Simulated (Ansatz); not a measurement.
Consider LiPdF₃.

```
Li Pd F
1.0
     3.42383    0.00000    0.00000
     0.00000    9.14266    0.00000
     0.00000    0.00000    9.13051
Li Pd F
4 4 12
Direct
  0.00000 0.58387 0.25000
  0.50000 0.08387 0.25000
  0.00000 0.41613 0.75000
  0.50000 0.91613 0.75000
  0.00000 0.00000 0.50000
  0.50000 0.50000 0.50000
  0.00000 0.00000 0.00000
  0.50000 0.50000 0.00000
  0.00000 0.99497 0.25000
  0.50000 0.49497 0.25000
  0.00000 0.00503 0.75000
  0.50000 0.50503 0.75000
  0.00000 0.62554 0.45224
  0.50000 0.12554 0.45224
  0.00000 0.37446 0.54776
  0.50000 0.87446 0.54776
  0.00000 0.62554 0.04776
  0.50000 0.12554 0.04776
  0.00000 0.37446 0.95224
  0.50000 0.87446 0.95224
```

Space group Cmcm; a structure from a database of computed crystals, not necessarily the ambient phase; started from the NaFeF3-63 prototype, which need not be the ambient phase.

These are results of Ansatz, DFT, PBEsol, plane waves, PAW, not measurements.

> Predict the valence pseudo-density and electron localisation function between the atoms.

Li–F (1.89 Å): ρ is about 0.38 e/Å³ halfway; the ELF peaks at about 0.85 in the valence shell of F, 0.7 Å from its nucleus, and falls to about 0 next to Li; a largely ionic contact.
Pd–F (2.28 Å): the density is about 0.39 e/Å³ at the midpoint; the ELF is about 0.10 at the midpoint (no shared electron pair shows on this line).

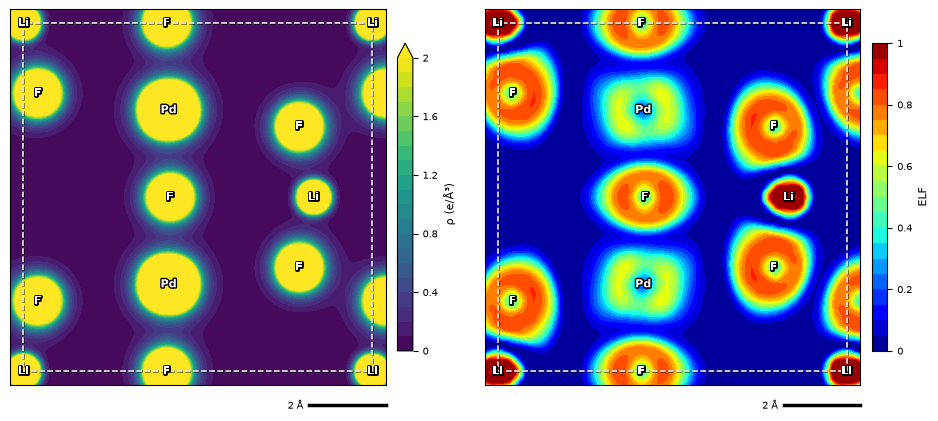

Computed valence pseudo-density and electron localisation function on the (100) plane of the conventional cell, in this order. 

Core electrons are frozen (PAW), and the valence fields are smoothed inside the atomic spheres.
